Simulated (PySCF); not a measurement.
**One shape, several levels: CH4AlO2 (SMILES C[O][Al][OH])**

Wanted: a comparison of 6 runs (UHF/3-21G, UHF/6-311+G**, UB3LYP/6-31G*, UPBE0/def2-SVP, USVWN5/cc-pVTZ) of CH4AlO2. Input form: a Python script.

The calculation is run with PySCF 2.14.0.

### Step 1. The molecule

CH4AlO2 has 8 atoms, charge 0, and is taken as a doublet. SMILES: `C[O][Al][OH]`. The shape is that of a PBE0-D4/def2-TZVP optimisation. This is one conformer, not always the lowest.

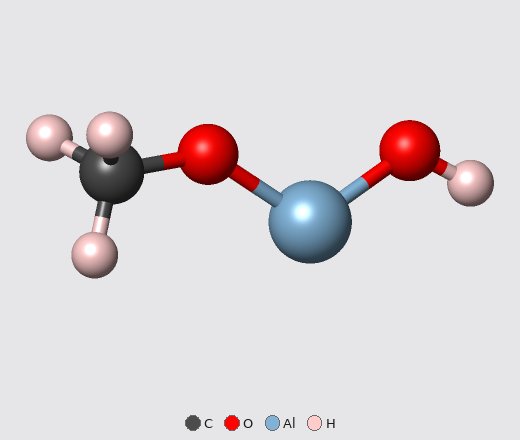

The structure, seen from a chosen angle (carbon dark grey, oxygen red, aluminium light blue, hydrogen pink).

### Step 2. Energy and gradient at UHF/3-21G (run 1)

input.xyz

```xyz
8
CH4AlO2
C      0.292700     1.365900    -0.669900
O     -0.035800     0.282500     0.144300
Al    -0.062600    -1.399600     0.093000
O     -0.601900    -2.191900     1.497900
H      0.661200     1.058300    -1.655900
H     -0.585400     2.002400    -0.820800
H      1.070000     1.971500    -0.192500
H     -0.646300    -3.146000     1.548200
```

calc.py

```python
from pyscf import gto

molecule = gto.Mole()
molecule.atom = 'input.xyz'
molecule.max_memory = 1860
molecule.verbose = 4
molecule.basis = '3-21g'
molecule.spin = 1
molecule.build()

mf = molecule.UHF()
mf.conv_tol = 1e-10
mf.kernel()
if not mf.converged:
    mf = mf.newton().run(mf.mo_coeff, mf.mo_occ)

e_tot = mf.e_tot
print('Final energy', e_tot)
grad = mf.nuc_grad_method().kernel()
mf.analyze()
```

Run with:

```sh
$ OMP_NUM_THREADS=1 python calc.py
```

The log of the run:

```text
PySCF version 2.14.0

[... 97 lines left out ...]
Final energy -429.5275070892311
[... 13 lines left out ...]
Nuclear Repulsion Energy =             149.181418630497234
[... 1 line left out ...]
Two-electron Energy =                  313.854513989183658
[... 1 line left out ...]
DFT Exchange-Correlation Energy =      -41.353935959016155
[... 4 lines left out ...]
MO #2   energy= -20.4100934164037  | -20.4068374712887  occ= 1 | 1
[... 2 lines left out ...]
MO #48  energy= 3.34286205072726   | 3.34816046789445   occ= 0 | 0
[... 75 lines left out ...]
Dipole moment(X, Y, Z, Debye):  0.92658, -1.43958, -2.62450
```

Wall time 1.2 s (1 thread of Arm Neoverse V2, shared host); peak memory 0.12 GiB.

### Step 3. Energy and forces at UHF/6-311+G(d,p) (run 2)

start.xyz

```xyz
8

C      0.292700     1.365900    -0.669900
O     -0.035800     0.282500     0.144300
Al    -0.062600    -1.399600     0.093000
O     -0.601900    -2.191900     1.497900
H      0.661200     1.058300    -1.655900
H     -0.585400     2.002400    -0.820800
H      1.070000     1.971500    -0.192500
H     -0.646300    -3.146000     1.548200
```

input.py

```python
import pyscf.grad
from pyscf import gto, scf

molecule = gto.M(
    atom='start.xyz',
    spin=1,
    verbose=4,
    charge=0,
    basis='6-311+g**',
    max_memory=1860,
)

mf = scf.UHF(molecule)
mf.conv_tol = 1e-10
mf.kernel()
if not mf.converged:
    mf = mf.newton().run(mf.mo_coeff, mf.mo_occ)

etot = mf.e_tot
print(f'total energy: {etot:.8f} hartree')
grad = mf.Gradients().kernel()
mf.analyze()
```

Run with:

```sh
$ OMP_NUM_THREADS=1 python input.py
```

The log of the run:

```text
PySCF version 2.14.0

[... 101 lines left out ...]
total energy: -431.96587215 hartree
[... 13 lines left out ...]
Nuclear Repulsion Energy =             149.181418630497234
[... 1 line left out ...]
Two-electron Energy =                  314.021322877449450
[... 1 line left out ...]
DFT Exchange-Correlation Energy =      -41.403965436333920
[... 4 lines left out ...]
MO #2   energy= -20.5384940401827  | -20.5348281555436  occ= 1 | 1
[... 2 lines left out ...]
MO #120 energy= 123.012698999378   | 123.018048018695   occ= 0 | 0
[... 147 lines left out ...]
Dipole moment(X, Y, Z, Debye):  0.78004, -1.07986, -2.20033
```

Wall time 12 s (1 thread of Arm Neoverse V2, shared host); peak memory 0.32 GiB.

Runs 3 to 5 aren't shown in full; the table further down has their settings and results.

### Step 4. Energy and gradient at USVWN5/cc-pVTZ (run 6)

input.py

```python
from pyscf import gto, dft

mol = gto.M(
    atom='''
C      0.553123     2.581177    -1.265928
O     -0.067652     0.533848     0.272687
Al    -0.118297    -2.644861     0.175745
O     -1.137426    -4.142091     2.830621
H      1.249487     1.999897    -3.129197
H     -1.106246     3.783988    -1.551087
H      2.022007     3.725595    -0.363772
H     -1.221330    -5.945078     2.925674
''',
    spin=1,
    max_memory=1860,
    basis='cc-pvtz',
    charge=0,
    verbose=3,
    unit='bohr',
)

ks = dft.UKS(mol)
ks.xc = 'svwn'
ks.conv_tol = 1e-10
ks.grids.level = 5
ks.kernel()
if not ks.converged:
    ks = ks.newton().run(ks.mo_coeff, ks.mo_occ)

e_final = ks.e_tot
print('Final energy', e_final)
grad = ks.nuc_grad_method().kernel()
dip = ks.dip_moment()
pop, q = ks.mulliken_pop()
```

Run with:

```sh
$ OMP_NUM_THREADS=1 python input.py
```

The log of the run:

```text
converged SCF energy = -431.031182369662  <S^2> = 0.75132307  2S+1 = 2.0013226
Final energy -431.03118236966225
--------------- UKS gradients ---------------
         x                y                z
0 C     0.0020757189     0.0072988578    -0.0051172918
1 O    -0.0003541838    -0.0057584590     0.0006039799
2 Al    -0.0009628094     0.0034407794     0.0028305453
3 O     0.0002409280    -0.0116862882    -0.0015226491
4 H    -0.0019537590     0.0014923378     0.0052279809
5 H     0.0044434037    -0.0034786075     0.0008417250
6 H    -0.0040103606    -0.0033301308    -0.0023536591
7 H     0.0005088151     0.0120287966    -0.0004982067
----------------------------------------------
Dipole moment(X, Y, Z, Debye):  0.47936, -0.69088, -1.35605
 ** Mulliken pop       alpha | beta **
pop of  0 C 1s        0.95488 | 0.95488
pop of  0 C 2s        0.39781 | 0.39811
pop of  0 C 3s        0.10102 | 0.10108
pop of  0 C 4s        0.16671 | 0.16857
pop of  0 C 2px       0.16090 | 0.16094
pop of  0 C 2py       0.13675 | 0.13658
pop of  0 C 2pz       0.14929 | 0.14932
pop of  0 C 3px       0.25372 | 0.25354
pop of  0 C 3py       0.21968 | 0.21970
pop of  0 C 3pz       0.23326 | 0.23322
pop of  0 C 4px       0.10516 | 0.10457
pop of  0 C 4py       0.06320 | 0.06194
pop of  0 C 4pz       0.08062 | 0.08011
pop of  0 C 3dxy      0.00314 | 0.00316
pop of  0 C 3dyz      0.00270 | 0.00271
pop of  0 C 3dz^2     0.00241 | 0.00229
pop of  0 C 3dxz      0.00148 | 0.00146
pop of  0 C 3dx2-y2    0.00141 | 0.00138
pop of  0 C 4dxy      0.01009 | 0.01020
pop of  0 C 4dyz      0.00575 | 0.00596
pop of  0 C 4dz^2     0.01110 | 0.01007
pop of  0 C 4dxz      0.00557 | 0.00540
pop of  0 C 4dx2-y2    0.00651 | 0.00602
pop of  0 C 4f-3      0.00066 | 0.00061
pop of  0 C 4f-2      0.00091 | 0.00092
pop of  0 C 4f-1      0.00131 | 0.00125
pop of  0 C 4f+0      0.00036 | 0.00033
[... 141 lines of this table left out ...]
pop of  7 H 3s        0.02995 | 0.02400
pop of  7 H 2px       0.00207 | 0.00207
pop of  7 H 2py       0.00636 | 0.00629
pop of  7 H 2pz       0.00229 | 0.00212
pop of  7 H 3px       0.01788 | 0.01807
pop of  7 H 3py       0.00711 | 0.00660
pop of  7 H 3pz       0.01585 | 0.01539
pop of  7 H 3dxy      0.00173 | 0.00171
pop of  7 H 3dyz      0.00178 | 0.00152
pop of  7 H 3dz^2     0.00036 | 0.00035
pop of  7 H 3dxz      0.00000 | 0.00001
pop of  7 H 3dx2-y2    0.00108 | 0.00106
In total            20.00000 | 19.00000
 ** Mulliken atomic charges   ( Nelec_alpha | Nelec_beta ) **
charge of  0C =     -0.15330  (     3.07771      3.07559 )
charge of  1O =     -0.20774  (     4.13111      4.07664 )
charge of  2Al =      0.16359  (     6.84918      5.98723 )
charge of  3O =     -0.27707  (     4.17219      4.10488 )
charge of  4H =      0.07723  (     0.46814      0.45463 )
charge of  5H =      0.10480  (     0.44706      0.44815 )
charge of  6H =      0.10507  (     0.44696      0.44797 )
charge of  7H =      0.18743  (     0.40765      0.40491 )
```

Run time: 99 s. Hardware: 1 thread of Arm Neoverse V2, shared host; peak memory 1.7 GiB.

### Step 5. The series

| run | level | integration grid | Cartesian functions | energy (Eh) | dipole moment (D) | HOMO energy (eV) | LUMO energy (eV) | wall time |
| --- | --- | --- | --- | --- | --- | --- | --- | --- |
| 1 | UHF/3-21G | – | no | -429.527507 | 3.13 | -8.32 | 0.85 | 1.2 s |
| 2 | UHF/6-311+G** | – | no | -431.965872 | 2.57 | -8.72 | 0.38 | 12 s |
| 3 | UB3LYP/6-31G* (spherical functions) | 5 | no | -433.429831 | 1.90 | -5.41 | -2.70 | 31 s |
| 4 | UB3LYP/6-31G* (Cartesian functions) | 5 | yes | -433.434923 | 1.91 | -5.41 | -2.70 | 33 s |
| 5 | UPBE0/def2-SVP | 5 | no | -432.889065 | 1.89 | -5.72 | -2.38 | 37 s |
| 6 | USVWN5/cc-pVTZ | 5 | no | -431.031182 | 1.60 | -4.74 | -3.59 | 99 s |

### Step 6. Results

```
                                 quantity          value
                      run 6: total energy  -431.03118 Eh
                     run 6: dipole moment         1.60 D
run 6: HOMO energy (highest over α and β)       -4.74 eV
 run 6: LUMO energy (lowest over α and β)       -3.59 eV
                              run 6: ⟨S²⟩          0.751
          run 6: largest force on an atom     0.620 eV/Å
```

What this shows: The dipole moment (its size) runs from 1.60 D (USVWN5/cc-pVTZ) to 3.13 D (UHF/3-21G). The two ends differ in method and basis. Totals of different functionals can't be ranked against each other. All runs together took 3.5 min, the longest 99 s.
